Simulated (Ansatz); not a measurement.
**Cl$_{4}$Zr···H$_{4}$OSi: density, localisation and related maps**

| atom | x (Å) | y (Å) | z (Å) |
| --- | --- | --- | --- |
| Zr | 0.4589 | 0.1606 | -0.1134 |
| Cl | 0.2682 | 0.0443 | 2.3585 |
| Cl | 2.7378 | 0.2448 | -0.6364 |
| Cl | -0.4818 | 2.0862 | -1.0575 |
| Cl | -0.2935 | -1.8136 | -1.1423 |
| O | -2.5865 | -0.2051 | 0.9714 |
| Si | -3.9004 | -0.9834 | 0.3011 |
| H | -3.6150 | -2.4203 | 0.0863 |
| H | -5.0942 | -0.8559 | 1.1709 |
| H | -4.1223 | -0.3191 | -0.9954 |
| H | -2.2255 | -0.3714 | 1.8568 |

Core potentials replace the inner electrons of Zr; not at a stationary point (largest force 1.5 eV/Å).

Theory: Ansatz, RHF/def2-SVP.

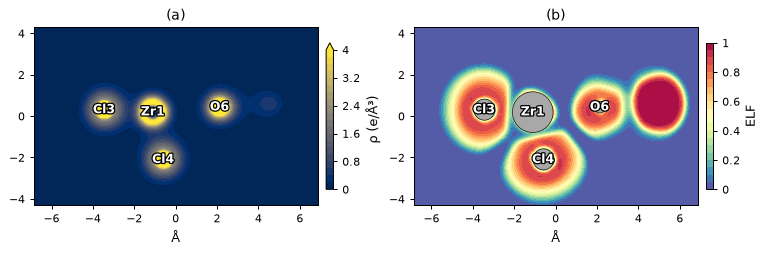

Figure 1. (a) electron density; (b) ELF on the plane of atoms Cl3, Zr1 and Cl4. Grey discs cover the atomic cores in the ELF map.

### What does the map show?

The section cuts through Zr, Cl and O sites. Zr1···O6 (3.25 Å): the density falls to about 0.04 e/Å³ on the way; the ELF dips to about 0 between them. Zr–Cl (2.34 Å): ρ at the midpoint is about 0.6 e/Å³; the ELF peaks at about 0.85 in the valence shell of Cl, 0.8 Å from its nucleus, and is about 0.35 at the midpoint.

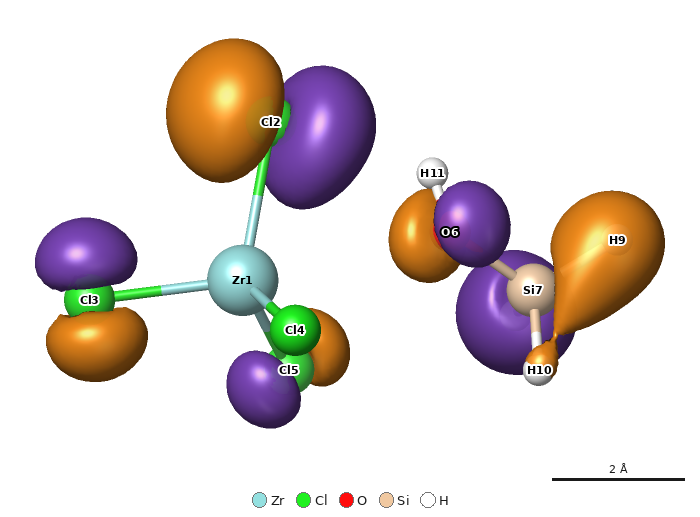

Figure 2. The HOMO at ±0.1 Å⁻³ᐟ² (orange and purple are the two phases), seen at an oblique angle.

### What is the character of this orbital?

It lies mainly on Cl2 (about 40 %), Si7 (about 10 %), Cl3 (about 10 %), H8 (about 10 %), O6 (about 10 %) and H9 (about 5 %). Its energy is −12.69 eV.
